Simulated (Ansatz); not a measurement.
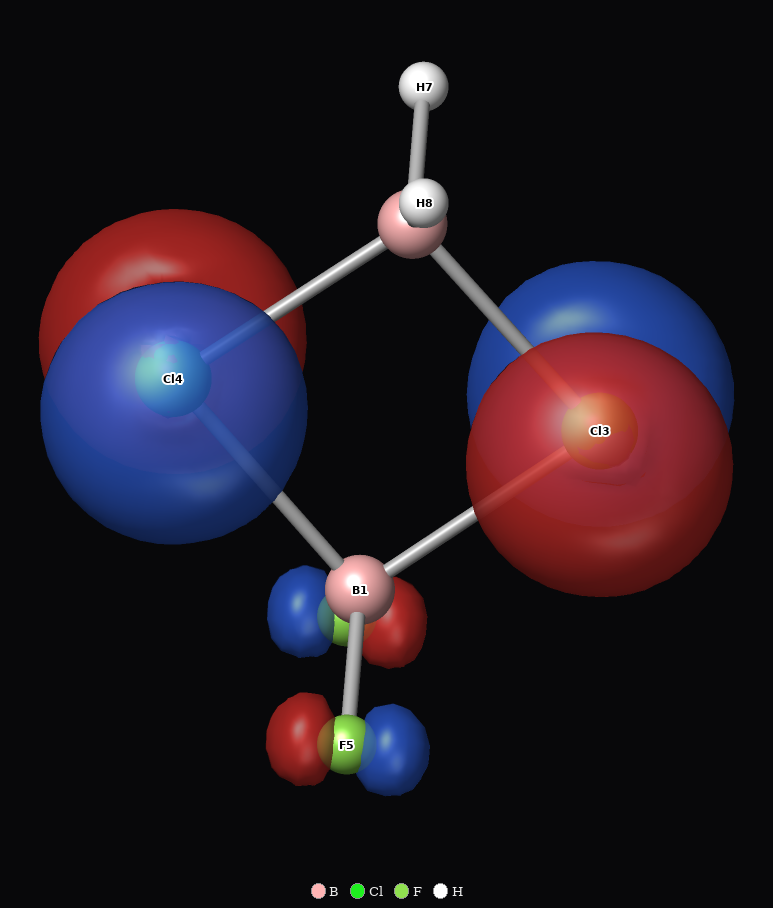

Figure 1: B$_{2}$Cl$_{2}$F$_{2}$H$_{2}$ (SMILES F[B-]1(F)[Cl+][BH2-][Cl+]1). The HOMO−1 at ±0.15 Å⁻³ᐟ² (blue and red are the two phases), seen at an oblique angle.

Geometry: PBE0-D4/def2-SVP.

Computed with isolated molecule in a Gaussian basis; Kohn-Sham density functional theory, functional PBE0 in Ansatz 0.2.0.

The calculation's input:

```
crystal:
  periodic: [false, false, false]
  atoms:
    - {symbol: B, position_ang: [-3.296774, 0.453043, -0.042290]}
    - {symbol: B, position_ang: [-0.866675, -0.664492, -0.141784]}
    - {symbol: Cl, position_ang: [-2.113463, -0.083911, -1.537706]}
    - {symbol: Cl, position_ang: [-2.023601, -0.145790, 1.352442]}
    - {symbol: F, position_ang: [-4.379463, -0.306152, -0.024871]}
    - {symbol: F, position_ang: [-3.419014, 1.769460, -0.010295]}
    - {symbol: H, position_ang: [0.095085, 0.053032, -0.156305]}
    - {symbol: H, position_ang: [-0.780566, -1.861072, -0.170062]}
basis:
  gaussian:
    orbitals: def2-SVPD
output: {forces: true, orbitals: {seedname: orbitals}}
hamiltonian:
  xc: pbe0
```

Command:

```sh
ansatz run input.yaml --threads 2 --pin off --max-ram 5220MiB --events-out events.jsonl --progress --plain --runs-dir runs
```

> What is the character of this orbital?

Its weight (Hirshfeld) is mainly on Cl3 (about 45 %) and Cl4 (about 45 %); largely a combination of lone pairs on Cl3 and Cl4. Its energy is −10.32 eV.
